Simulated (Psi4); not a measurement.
# M06-L/aug-cc-pVTZ run of H2 (hydrogen)

Aim: the vertical singlet–triplet gap of H2 (hydrogen) at M06-L/aug-cc-pVTZ, from 2 runs. 

The calculation is run with Psi4 1.11.

9 further runs of the same task are left out: 7 that didn't finish, 2 set aside as unsound or not needed.

### 1 The molecule

The species is H2 (2 atoms), meant as a singlet with charge 0. SMILES: `[H][H]`. The coordinates come from a PBE0-D4/def2-TZVP relaxation.

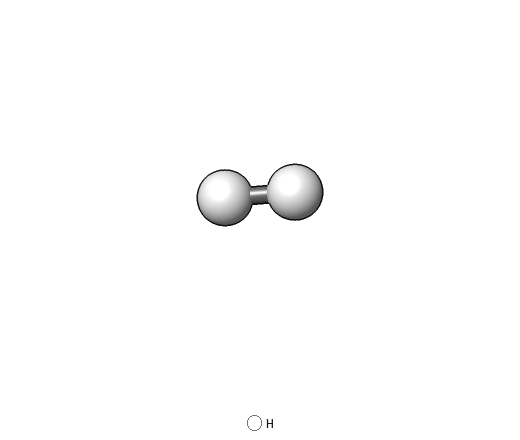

Viewed from a chosen angle; hydrogen white.

### 2 A single-point energy at M06-L/aug-cc-pVTZ

File job.inp:

```
memory 1600 MB

molecule {
  H
  H 1 0.746146
  units angstrom
  symmetry c1
  no_reorient
  no_com
}

set globals {
  basis                aug-cc-pVTZ
  reference            rks
  puream               true
  e_convergence        1e-09
  d_convergence        1e-08
  scf_type             pk
  dft_radial_points    99
  dft_spherical_points 590
}

energy("m06-l")
```

On the command line:

```
$ psi4 -n 1 job.inp job.out
```

job.out:

```text
[...]
  Running in c1 symmetry.
[...]
  Nuclear repulsion =    0.709214028715560
[...]
  Multiplicity = 1
[...]
  Nalpha       = 1
  Nbeta        = 1
[...]
    Number of basis functions: 46
[...]
   @RKS iter   1:    -1.16478503689340   -2.36293e-01   2.33064e-03 ADIIS/DIIS
[...]
   @RKS iter   7:    -1.17261209301944   -9.07541e-12   6.04936e-09 DIIS
[...]
    Orbital Energies [Eh]
    ---------------------
    Doubly Occupied:
       1A     -0.394110
    Virtual:
       2A      0.020464     3A      0.025337     4A      0.136997
       5A      0.145283     6A      0.145283     7A      0.228755
       8A      0.237898     9A      0.237898    10A      0.345326
      11A      0.351588    12A      0.658410    13A      0.658410
      14A      0.698065    15A      0.755056    16A      0.755056
      17A      0.757316    18A      0.794020    19A      0.794020
      20A      0.936194    21A      0.936194    22A      0.950349
      23A      0.950349    24A      0.999053    25A      1.299530
[...]
  @RKS Final Energy:    -1.17261209301944
   => Energetics <=
    Nuclear Repulsion Energy =              0.7092140287155598
    One-Electron Energy =                  -2.5008070895501668
    Two-Electron Energy =                   1.3202633374094574
    DFT Exchange-Correlation Energy =      -0.7012823695942921
    Empirical Dispersion Energy =           0.0000000000000000
    VV10 Nonlocal Energy =                  0.0000000000000000
    Total Energy =                         -1.1726120930194415
[...]
 Multipole Moments:
 ------------------------------------------------------------------------------------
     Multipole            Electronic (a.u.)      Nuclear  (a.u.)        Total (a.u.)
 ------------------------------------------------------------------------------------
 L = 1.  Multiply by 2.5417464519 to convert [e a0] to [Debye]
 Dipole X            :          0.0000000            0.0000000            0.0000000
 Dipole Y            :          0.0000000            0.0000000            0.0000000
 Dipole Z            :          0.0000000            0.0000000            0.0000000
 Magnitude           :                                                    0.0000000
[...]
```

Run time: 2.7 s. Hardware: 1 thread of AMD EPYC 9R45 (Zen 5), shared host; peak memory 0.6 GiB.

### 3 The triplet: energy and forces at UM06-L/aug-cc-pVTZ

File input.in:

```
memory 1600 mb

molecule system {
  0 3
  H      0.60338955    -0.18746083     0.31274967
  H     -0.60338955     0.18746083    -0.31274967
  units bohr
  symmetry c1
  no_reorient
  no_com
}

set basis aug-cc-pVTZ
set reference uks
set puream true
set e_convergence 1e-09
set d_convergence 1e-08
set scf_type pk
set dft_radial_points 99
set dft_spherical_points 590
set maxiter 100

e, wfn = gradient('m06-l', return_wfn=True)
oeprop(wfn, 'LOWDIN_CHARGES', 'MAYER_INDICES', 'WIBERG_LOWDIN_INDICES', title='M06-L')
print_variables()
```

On the command line:

```
$ psi4 -i input.in -o input.out -n 1
```

input.out:

```text
[...]
  Running in c1 symmetry.
[...]
  Nuclear repulsion =    0.709214244738328
[...]
  Multiplicity = 3
[...]
  Nalpha       = 2
  Nbeta        = 0
[...]
    Number of basis functions: 46
[...]
   @UKS iter   1:    -0.79124118059683    1.37250e-01   2.03160e-03 ADIIS/DIIS
[...]
   @UKS iter   9:    -0.80088841815463   -3.42060e-13   1.65456e-09 DIIS
[...]
   @S^2 Observed:                2.000000000E+00
[...]
    Orbital Energies [Eh]
    ---------------------
    Alpha Occupied:
       1A     -0.653280     2A     -0.097084
    Alpha Virtual:
       3A     -0.023902     4A      0.040473     5A      0.061950
       6A      0.061950     7A      0.122207     8A      0.178105
       9A      0.178105    10A      0.212437    11A      0.259221
      12A      0.510812    13A      0.599160    14A      0.599160
      15A      0.614058    16A      0.614059    17A      0.676823
      18A      0.676823    19A      0.677492    20A      0.819358
      21A      0.847320    22A      0.847320    23A      0.879799
      24A      0.879799    25A      1.186330    26A      1.628549
[...]
  @UKS Final Energy:    -0.80088841815463
   => Energetics <=
    Nuclear Repulsion Energy =              0.7092142447383281
    One-Electron Energy =                  -1.8434716462843377
    Two-Electron Energy =                   0.9752671051939210
    DFT Exchange-Correlation Energy =      -0.6418981218025422
    Empirical Dispersion Energy =           0.0000000000000000
    VV10 Nonlocal Energy =                  0.0000000000000000
    Total Energy =                         -0.8008884181546309
[...]
 Multipole Moments:
 ------------------------------------------------------------------------------------
     Multipole            Electronic (a.u.)      Nuclear  (a.u.)        Total (a.u.)
 ------------------------------------------------------------------------------------
 L = 1.  Multiply by 2.5417464519 to convert [e a0] to [Debye]
 Dipole X            :          0.0000000            0.0000000            0.0000000
 Dipole Y            :         -0.0000000            0.0000000           -0.0000000
 Dipole Z            :          0.0000000            0.0000000            0.0000000
 Magnitude           :                                                    0.0000000
[...]
  -Total Gradient:
     Atom            X                  Y                   Z
    ------   -----------------  -----------------  -----------------
       1       -0.221278144808     0.068746607704    -0.114693180826
       2        0.221278144808    -0.068746607704     0.114693180826
[...]
```

Wall time 5.1 s (1 thread of AMD EPYC 9R45 (Zen 5), shared host); peak memory 0.6 GiB.

### 4 Outcome

Level: M06-L/aug-cc-pVTZ.

| quantity | value |
| --- | --- |
| singlet: total energy | -1.17261 Eh |
| singlet: dipole moment | 0.00 D |
| singlet: HOMO energy | -10.72 eV |
| singlet: LUMO energy | 0.56 eV |
| singlet: HOMO–LUMO gap | 11.28 eV |
| triplet: total energy | -0.80089 Eh |
| triplet: dipole moment | 0.00 D |
| triplet: HOMO energy (highest over α and β) | -2.64 eV |
| triplet: ⟨S²⟩ | 2.000 |
| triplet: largest force on an atom | 13.295 eV/Å |
| vertical energy of the triplet above the singlet | 10.115 eV |

What this shows: At this shape the triplet lies 10.12 eV (976 kJ/mol) above the singlet.
